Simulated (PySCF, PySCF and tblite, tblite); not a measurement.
# C6H5FO2: telling isomers apart by computed NMR, part 2 of 2

PySCF and tblite. Atoms count from 0.

## 9. Averages, isomer B: properties at PBE0/pcSseg-1

Job settings and geometry (Å):

```
{"job": {"study": "conf", "smiles": "O=c1ccocc1CF", "search": {"seed": 1620, "n_embed": 60, "ff_keep": 14, "window": 2.5, "nmax": 6, "temps": [250, 298.15, 350], "t_ref": 298.15, "order": 0.001}, "level": {"nmr": {"xc": "PBE0", "basis": "pcSseg-1"}, "j": {"xc": "B3LYP", "basis": {"default": "6-31G*", "H": "pcJ-1", "F": "pcJ-1"}, "nuclei": ["H", "F", "P", "Si", "B"]}}, "kind": "conf"}, "charge": 0, "multiplicity": 1}
O     -0.106036     2.241145    -0.331214
C      0.300802     1.116186    -0.099678
C      1.687934     0.784753     0.205317
C      2.060350    -0.481820     0.449396
O      1.224262    -1.526805     0.436725
C     -0.066907    -1.288812     0.163099
C     -0.570647    -0.069603    -0.098563
C     -2.017265     0.162558    -0.399902
F     -2.737786    -1.002917    -0.376035
H      2.406268     1.587089     0.229240
H      3.074153    -0.778878     0.679799
H     -0.666442    -2.188535     0.174876
H     -2.456634     0.840409     0.340781
H     -2.132729     0.604757    -1.396007
```

Standard output:

```text
conformer  sym    E(xTB)   E(DFT)   G(298.15 K)  weight  dipole/D
    1     Cs      0.000    0.000    0.000   1.0000    3.072

mean shielding (ppm) by class
class atoms           250 K   298.15 K      350 K
  0 O  0           -188.266   -188.266   -188.266
  1 C  1             10.287     10.287     10.287
  2 C  2             61.665     61.665     61.665
  3 C  3             26.472     26.472     26.472
  4 O  4            107.069    107.069    107.069
  5 C  5             32.091     32.091     32.091
  6 C  6             50.228     50.228     50.228
  7 C  7            103.422    103.422    103.422
  8 F  8            453.213    453.213    453.213
  9 H  9             25.279     25.279     25.279
 10 H  10            23.833     23.833     23.833
 11 H  11            23.837     23.837     23.837
 12 H  12,13          26.01      26.01      26.01
```

Run time: 67 s. Hardware: 1 thread of Intel Xeon Platinum 8259CL at 2.50GHz, shared host. This counts the runs that the step sums up.

The search (ETKDG and KDG, MMFF94s, GFN2-xTB) embedded 60 structures, kept 1 distinct ones after the force field and 1 after xTB; 1 was carried on (window 2.5 kcal/mol at the search's own energies). Energies: PBE0/pcSseg-1 with D3(BJ).

Conformer by conformer (298 K):

| no. | group | mirror pair | ΔE xTB | ΔE DFT | ΔG | weight (%) | μ (D) | C1–C6–C7–F8 (°) | A, B, C (GHz) |
| --- | --- | --- | --- | --- | --- | --- | --- | --- | --- |
| 1 | Cs | no | 0.00 | 0.00 | 0.00 | 100.0 | 3.07 | 180 | 2.61, 1.47, 0.95 |

Energies in kcal/mol. ΔG holds xTB vibrations and rotation, symmetry numbers and mirror pairs.

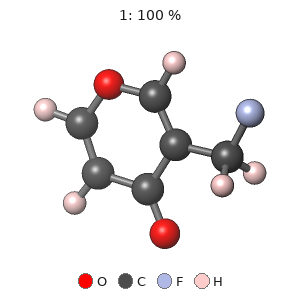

The one conformer.

Shifts against references run at the same level (17O H2O 336.1, 13C TMS 186.9, 19F CFCl3 170.9, 1H TMS 31.72 ppm of shielding), by class of atoms, at 298 K:

| atoms | environment | average |
| --- | --- | --- |
| C1 | ring carbonyl carbon | 176.6 |
| C3 | aromatic CH next to the ring oxygen | 160.5 |
| C5 | aromatic CH next to the ring oxygen | 154.8 |
| C6 | substituted aromatic carbon | 136.7 |
| C2 | aromatic CH | 125.3 |
| C7 | sp3 CH2 bonded to F, on an aromatic ring | 83.5 |
| H10 | hydrogen on an aromatic CH next to the ring oxygen | 7.88 |
| H11 | hydrogen on an aromatic CH next to the ring oxygen | 7.88 |
| H9 | hydrogen on an aromatic CH | 6.44 |
| H12, H13 | hydrogen on an sp3 CH2 bonded to F, on an aromatic ring | 5.71 |
| O0 | carbonyl oxygen | 524.3 |
| O4 | aromatic ring oxygen | 229.0 |
| F8 | fluorine on an sp3 carbon | -282.3 |

Couplings (Hz, B3LYP/pcJ-1+6-31G*; one pair named for each class), from conformers that hold 100 % of the weight:

| pair | bonds | average |
| --- | --- | --- |
| F8–H12 | 2 | 53.5 |
| H12–H13 | 2 | -17.0 |
| H9–H10 | 3 | 6.8 |
| H11–H12 | 4 | -2.8 |
| F8–H11 | 4 | 1.8 |

Effective distances for nuclear Overhauser effects, ⟨r⁻⁶⟩^(−1/6) over all pairs of two classes (Å): H9···H10 2.50; H11···H12 3.52.

## 10. Shieldings, isomer A, conformer 1: BLYP/pcSseg-1 in methanol

Job settings and geometry (Å):

```
{"job": {"xc": "BLYP", "basis": "pcSseg-1", "solvent": "methanol", "kind": "nmr", "pop": false}, "charge": 0, "multiplicity": 1}
O     -2.239536    -1.971276    -0.072615
C     -1.511763    -0.998896    -0.029647
C     -1.996281     0.381779     0.063430
C     -1.140478     1.409745     0.106517
O      0.198815     1.285222     0.070634
C      0.707465     0.034984    -0.014789
C      2.212914     0.055786    -0.044561
F      2.723128    -1.204499    -0.131713
C     -0.049661    -1.072160    -0.065237
H     -3.060277     0.546878     0.096231
H     -1.437094     2.447176     0.175136
H      2.608550     0.509996     0.872202
H      2.572026     0.618881    -0.914748
H      0.411514    -2.044088    -0.133007
```

Standard output:

```text
coarse grid: 12880 points
cycle   1  E = -481.4212220095  dE =  1.516e+00  |g| = 1.112e+00  |ddm| = 3.672e+00
cycle   2  E = -478.5530285697  dE =  2.868e+00  |g| = 2.980e+00  |ddm| = 4.507e+00
cycle   3  E = -481.3851671685  dE = -2.832e+00  |g| = 1.056e+00  |ddm| = 4.320e+00
cycle   4  E = -481.6208350012  dE = -2.357e-01  |g| = 3.205e-01  |ddm| = 8.101e-01
cycle   5  E = -481.6197173929  dE =  1.118e-03  |g| = 3.369e-01  |ddm| = 3.903e-01
cycle   6  E = -481.6422486204  dE = -2.253e-02  |g| = 9.597e-02  |ddm| = 2.955e-01
cycle   7  E = -481.6440109246  dE = -1.762e-03  |g| = 2.911e-02  |ddm| = 1.053e-01
cycle   8  E = -481.6441929183  dE = -1.820e-04  |g| = 1.398e-02  |ddm| = 2.899e-02
cycle   9  E = -481.6442265341  dE = -3.362e-05  |g| = 4.616e-03  |ddm| = 1.056e-02
cycle  10  E = -481.6442315292  dE = -4.995e-06  |g| = 9.766e-04  |ddm| = 4.509e-03
final grid: 128128 points
cycle  11  E = -481.7619339340  dE = -5.255e-05  |g| = 1.070e-02  |ddm| = 4.101e-02
cycle  12  E = -481.7618673836  dE =  6.655e-05  |g| = 2.178e-02  |ddm| = 2.174e-02
cycle  13  E = -481.7619545659  dE = -8.718e-05  |g| = 3.514e-03  |ddm| = 1.811e-02
cycle  14  E = -481.7619568686  dE = -2.303e-06  |g| = 8.539e-04  |ddm| = 3.738e-03
cycle  15  E = -481.7619569703  dE = -1.017e-07  |g| = 3.376e-04  |ddm| = 8.803e-04
cycle  16  E = -481.7619569890  dE = -1.872e-08  |g| = 1.560e-04  |ddm| = 4.357e-04
cycle  17  E = -481.7619569941  dE = -5.153e-09  |g| = 2.536e-05  |ddm| = 1.507e-04
cycle  18  E = -481.7619569943  dE = -1.091e-10  |g| = 1.404e-05  |ddm| = 3.037e-05
converged SCF energy = -481.7619569943

GIAO shielding tensors (ppm)
atom      isotropic    diamagn.    paramagn.     s11        s22        s33       span
  0 O     -154.162     402.670    -556.832   -589.220   -216.192    342.927    932.147
  1 C        1.055     245.487    -244.432    -76.329    -29.857    109.351    185.680
  2 C       52.595     258.726    -206.131    -37.799     62.563    133.020    170.818
  3 C       16.622     249.881    -233.259    -84.373     37.182     97.058    181.432
  4 O       87.289     400.796    -313.507    -52.430    -21.272    335.568    387.997
  5 C        3.992     258.071    -254.079    -92.868     17.337     87.506    180.373
  6 C       90.807     239.754    -148.947     64.635     65.474    142.313     77.678
  7 F      431.789     472.612     -40.823    408.884    412.106    474.376     65.492
  8 C       59.231     256.425    -197.194    -26.769     60.539    143.922    170.690
  9 H       25.487      30.361      -4.874     24.188     24.571     27.702      3.515
 10 H       23.793      28.859      -5.067     20.481     24.198     26.699      6.218
 11 H       25.908      26.733      -0.826     21.724     26.402     29.596      7.873
 12 H       25.907      26.725      -0.818     21.722     26.402     29.597      7.875
 13 H       25.403      33.505      -8.102     22.770     23.462     29.976      7.206
```

It took 33 s on 1 thread of Intel Xeon Platinum 8259CL at 2.50GHz, shared host.

In short: HOMO -5.60 eV, LUMO -1.90 eV; dipole 6.55 D.

## 11. Single-point energy, isomer A, conformer 1: OPBE/6-31+G* in methanol

Changed since step 10:

```diff
@@ -1,2 +1,2 @@
-{"job": {"xc": "BLYP", "basis": "pcSseg-1", "solvent": "methanol", "kind": "nmr", "pop": false}, "charge": 0, "multiplicity": 1}
+{"job": {"xc": "OPBE", "basis": "6-31+G*", "solvent": "methanol", "kind": "sp"}, "charge": 0, "multiplicity": 1}
 O     -2.239536    -1.971276    -0.072615
```

Standard output:

```text
coarse grid: 12880 points
cycle   1  E = -481.6228197448  dE =  1.526e+00  |g| = 9.213e-01  |ddm| = 8.387e+00
cycle   2  E = -478.9320393885  dE =  2.691e+00  |g| = 2.795e+00  |ddm| = 6.389e+00
cycle   3  E = -481.6297562200  dE = -2.698e+00  |g| = 8.226e-01  |ddm| = 6.589e+00
cycle   4  E = -481.7897930465  dE = -1.600e-01  |g| = 1.996e-01  |ddm| = 2.399e+00
cycle   5  E = -481.7876232420  dE =  2.170e-03  |g| = 2.212e-01  |ddm| = 8.911e-01
cycle   6  E = -481.7981076556  dE = -1.048e-02  |g| = 5.951e-02  |ddm| = 1.033e+00
cycle   7  E = -481.7988740713  dE = -7.664e-04  |g| = 1.826e-02  |ddm| = 3.066e-01
cycle   8  E = -481.7989489961  dE = -7.492e-05  |g| = 6.231e-03  |ddm| = 9.081e-02
cycle   9  E = -481.7989570540  dE = -8.058e-06  |g| = 1.906e-03  |ddm| = 4.905e-02
final grid: 128128 points
cycle  10  E = -481.7060117704  dE =  3.504e-05  |g| = 3.493e-02  |ddm| = 3.560e-01
cycle  11  E = -481.7048754524  dE =  1.136e-03  |g| = 8.312e-02  |ddm| = 4.704e-01
cycle  12  E = -481.7062391810  dE = -1.364e-03  |g| = 7.903e-03  |ddm| = 3.994e-01
cycle  13  E = -481.7062517693  dE = -1.259e-05  |g| = 1.722e-03  |ddm| = 4.992e-02
cycle  14  E = -481.7062523392  dE = -5.699e-07  |g| = 5.965e-04  |ddm| = 6.221e-03
cycle  15  E = -481.7062524222  dE = -8.294e-08  |g| = 2.272e-04  |ddm| = 4.444e-03
cycle  16  E = -481.7062524365  dE = -1.436e-08  |g| = 3.580e-05  |ddm| = 1.540e-03
cycle  17  E = -481.7062524368  dE = -2.556e-10  |g| = 1.642e-05  |ddm| = 1.006e-04
converged SCF energy = -481.7062524368
```

It took 15 s on 1 thread of Intel Xeon Platinum 8259CL at 2.50GHz, shared host.

Key values: HOMO -5.79 eV, LUMO -2.06 eV; dipole 6.99 D.

## 12. Averages, isomer A: properties at BLYP/pcSseg-1 in methanol

Job settings and geometry (Å):

```
{"job": {"study": "conf", "smiles": "O=c1ccoc(CF)c1", "search": {"seed": 1620, "n_embed": 60, "ff_keep": 14, "window": 2.5, "nmax": 6, "temps": [250, 298.15, 350], "t_ref": 298.15, "order": 0.001}, "level": {"nmr": {"xc": "BLYP", "basis": "pcSseg-1", "solvent": "methanol"}, "sp": {"xc": "OPBE", "basis": "6-31+G*", "solvent": "methanol"}, "change": "BLYP/pcSseg-1; solvent methanol; energies OPBE/6-31+G*"}, "kind": "conf"}, "charge": 0, "multiplicity": 1}
O     -2.239536    -1.971276    -0.072615
C     -1.511763    -0.998896    -0.029647
C     -1.996281     0.381779     0.063430
C     -1.140478     1.409745     0.106517
O      0.198815     1.285222     0.070634
C      0.707465     0.034984    -0.014789
C      2.212914     0.055786    -0.044561
F      2.723128    -1.204499    -0.131713
C     -0.049661    -1.072160    -0.065237
H     -3.060277     0.546878     0.096231
H     -1.437094     2.447176     0.175136
H      2.608550     0.509996     0.872202
H      2.572026     0.618881    -0.914748
H      0.411514    -2.044088    -0.133007
```

Standard output:

```text
conformer  sym    E(xTB)   E(DFT)   G(298.15 K)  weight  dipole/D
    1     Cs      0.000    0.000    0.000   1.0000    6.990

mean shielding (ppm) by class
class atoms           250 K   298.15 K      350 K
  0 O  0           -154.162   -154.162   -154.162
  1 C  1              1.055      1.055      1.055
  2 C  2             52.595     52.595     52.595
  3 C  3             16.622     16.622     16.622
  4 O  4             87.289     87.289     87.289
  5 C  5              3.992      3.992      3.992
  6 C  6             90.807     90.807     90.807
  7 F  7            431.789    431.789    431.789
  8 C  8             59.231     59.231     59.231
  9 H  9             25.487     25.487     25.487
 10 H  10            23.793     23.793     23.793
 11 H  11,12         25.907     25.907     25.907
 12 H  13            25.403     25.403     25.403
```

It took 49 s on 1 thread of Intel Xeon Platinum 8259CL at 2.50GHz, shared host. This counts the runs that the step sums up.

Against the first level, at 298 K (shieldings, ppm; largest changes first):

| atoms | PBE0/pcSseg-1 | BLYP/pcSseg-1 in methanol | change |
| --- | --- | --- | --- |
| O0 | -220.9 | -154.2 | +66.8 |
| O4 | 118.6 | 87.3 | -31.3 |
| C6 | 104.4 | 90.8 | -13.6 |
| C5 | 17.6 | 4.0 | -13.6 |
| C3 | 27.9 | 16.6 | -11.3 |
| F7 | 441.7 | 431.8 | -9.9 |
| C1 | 10.2 | 1.1 | -9.2 |
| C2 | 60.4 | 52.6 | -7.8 |
| C8 | 65.6 | 59.2 | -6.3 |
| H13 | 25.04 | 25.40 | +0.37 |

Weights: from PBE0/pcSseg-1 energies 1: 100 %; from OPBE/6-31+G* in methanol energies 1: 100 % (with a dispersion term where the level has one and the same thermal terms, so they don't follow from the SCF energies alone). Times: 69 s and 49 s.

## 13. The test of assignment

Job settings and geometry (Å):

```
{"job": {"study": "set", "relation": "regioisomers", "members": [{"smiles": "[O:1]=[c:2]1[cH:3][cH:4][o:5][c:6]([CH2:7][F:8])[cH:9]1"}, {"smiles": "[O:1]=[c:2]1[cH:3][cH:4][o:5][cH:6][c:7]1[CH2:8][F:9]"}], "charge": 0, "search": {"seed": 1620, "n_embed": 60, "ff_keep": 14, "window": 2.5, "nmax": 6, "temps": [250, 298.15, 350], "t_ref": 298.15, "order": 0.001}, "level": {"nmr": {"xc": "PBE0", "basis": "pcSseg-1"}, "j": {"xc": "B3LYP", "basis": {"default": "6-31G*", "H": "pcJ-1", "F": "pcJ-1"}, "nuclei": ["H", "F", "P", "Si", "B"]}}, "dp4": {"C": [2.5, 10], "H": [0.15, 10]}, "second_levels": [{"nmr": {"xc": "BLYP", "basis": "pcSseg-1", "solvent": "methanol"}, "wide": true, "sp": {"xc": "OPBE", "basis": "6-31+G*", "solvent": "methanol"}, "change": "BLYP/pcSseg-1; solvent methanol; energies OPBE/6-31+G*"}], "kind": "set"}, "charge": 0, "multiplicity": 1}
O     -2.239536    -1.971276    -0.072615
C     -1.511763    -0.998896    -0.029647
C     -1.996281     0.381779     0.063430
C     -1.140478     1.409745     0.106517
O      0.198815     1.285222     0.070634
C      0.707465     0.034984    -0.014789
C      2.212914     0.055786    -0.044561
F      2.723128    -1.204499    -0.131713
C     -0.049661    -1.072160    -0.065237
H     -3.060277     0.546878     0.096231
H     -1.437094     2.447176     0.175136
H      2.608550     0.509996     0.872202
H      2.572026     0.618881    -0.914748
H      0.411514    -2.044088    -0.133007
```

Standard output:

```text
isomer  G rel   conformers  SMILES
A     1.713      1   O=c1ccoc(CF)c1
B     0.000      1   O=c1ccocc1CF

signals of isomer A at the second level: probabilities [1.0, 0.0]
```

It took 3.1 min on 1 thread of Intel Xeon Platinum 8259CL at 2.50GHz, shared host. This counts the whole study up to here.

The 2 candidates (regioisomers), with energies and dipoles from their ensembles above, at 298 K; shieldings at PBE0/pcSseg-1:

| isomer | SMILES | conformers | ΔE | ΔG | μ rms (D) |
| --- | --- | --- | --- | --- | --- |
| A | O=c1ccoc(CF)c1 | 1 | 2.02 | 1.71 | 4.98 |
| B | O=c1ccocc1CF | 1 | 0.00 | 0.00 | 3.07 |

Energies in kcal/mol.

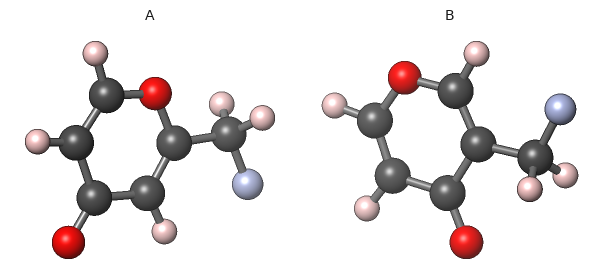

The leading conformer of each candidate.

The signals of isomer A, computed at a second level (BLYP/pcSseg-1 in methanol), stand in for a spectrum. The test takes 6 C values, 5 H values (hydrogens on carbon alone). Each candidate's shieldings are matched to them as sorted lists by a straight-line fit, or by a shift alone where signals are few or close (slope 1; a small slope inflates the errors), and the errors are weighed by Student-t tails (C: width 2.5 ppm, H: width 0.15 ppm).

| candidate | C slope | C mean error | C largest | H slope | H mean error | H largest | P(C) | P(H) | P(all) |
| --- | --- | --- | --- | --- | --- | --- | --- | --- | --- |
| A | 0.99 | 2.6 | 3.9 | 1.00 | 0.28 | 0.45 | 100.0 | 100.0 | 100.0 |
| B | 0.89 | 7.7 | 12.0 | 0.96 | 0.53 | 1.31 | 0.0 | 0.0 | 0.0 |

Errors in ppm, probabilities in per cent.

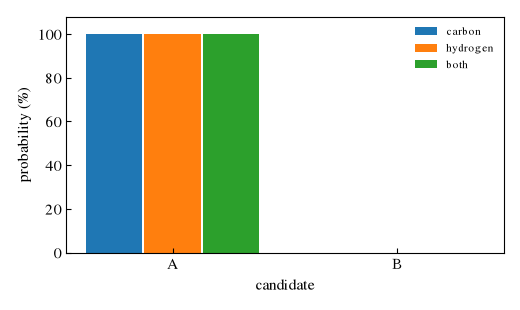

Probabilities for the signals of isomer A.

## 14. What came out

The summary covers parts 1 to 2.

| quantity | value |
| --- | --- |
| conformers, isomer A | 1; the first in weight is no. 1 (Cs), 100 % at 298 K |
| root-mean-square dipole, isomer A | 4.98 D |
| averaged 13C shifts, isomer A (PBE0/pcSseg-1) | 176.7, 169.3, 159.0, 126.5, 121.4, 82.5 ppm |
| averaged 1H shifts, isomer A (PBE0/pcSseg-1) | 7.68, 6.68, 6.39, 5.46 ppm |
| averaged 19F shifts, isomer A (PBE0/pcSseg-1) | -270.8 ppm |
| conformers, isomer B | 1; the first in weight is no. 1 (Cs), 100 % at 298 K |
| root-mean-square dipole, isomer B | 3.07 D |
| averaged 13C shifts, isomer B (PBE0/pcSseg-1) | 176.6, 160.5, 154.8, 136.7, 125.3, 83.5 ppm |
| averaged 1H shifts, isomer B (PBE0/pcSseg-1) | 7.88, 7.88, 6.44, 5.71 ppm |
| averaged 19F shifts, isomer B (PBE0/pcSseg-1) | -282.3 ppm |
| lowest in free energy | isomer B |
| signals of A (BLYP/pcSseg-1 in methanol) | best fit A, 100 % |

In words: The search found one conformer for isomer A in the window, so the averages are its own values. The search found one conformer for isomer B in the window, so the averages are its own values. Between PBE0/pcSseg-1 and BLYP/pcSseg-1 in methanol, O0 of isomer A changes most, by 66.8 ppm of raw shielding. The test names the right isomer, A, with 100 %. The stand-in spectrum is computed, so it shares geometries and errors with the candidates; a measured one would test harder.
